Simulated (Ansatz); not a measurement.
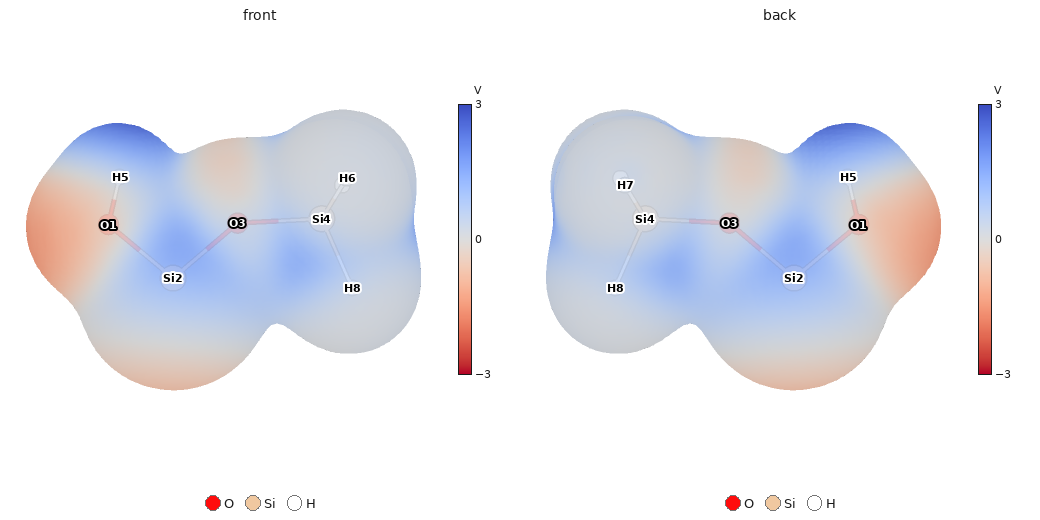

Figure 1: H₄O₂Si₂ (SMILES O[Si]O[SiH3]). The electrostatic potential painted on the density surface at 0.002 e/bohr³, seen from the front and from behind; red is negative and blue positive.

Level of theory: RKS PBE0-D4/def2-SVP in Ansatz 0.2.0.

The calculation's input:

```
crystal:
  periodic: [false, false, false]
  atoms:
    - { symbol: O, position_ang: [-0.5243, 2.0425, -1.8819] }
    - { symbol: Si, position_ang: [-0.311, 1.7064, -0.3036] }
    - { symbol: O, position_ang: [-0.0787, 0.0809, -0.2112] }
    - { symbol: Si, position_ang: [-0.15788, -1.25091, -1.23722] }
    - { symbol: H, position_ang: [-0.5378, 1.3312, -2.5289] }
    - { symbol: H, position_ang: [0.98838, -1.04582, -2.24608] }
    - { symbol: H, position_ang: [-1.41399, -1.35093, -1.94381] }
    - { symbol: H, position_ang: [0.12221, -2.46805, -0.45114] }
basis:
  gaussian: { orbitals: def2-SVP }
hamiltonian:
  xc: pbe0
  dispersion: d4
relax:
  f_tol: 0.015
  max_steps: 40
output:
  orbitals: {}
```

Launched as:

```sh
ansatz run input.yaml --threads 1 --pin off --max-ram 2048MiB --backend cpu --events-out ev --progress --plain --runs-dir out
```

The fields are those of the relaxed geometry.

**Where is the surface potential most negative and most positive?**

The most negative region (about −1.4 V) lies over O1, the most positive (about +2.4 V) over H5. O1 is the likeliest acceptor of a hydrogen bond.
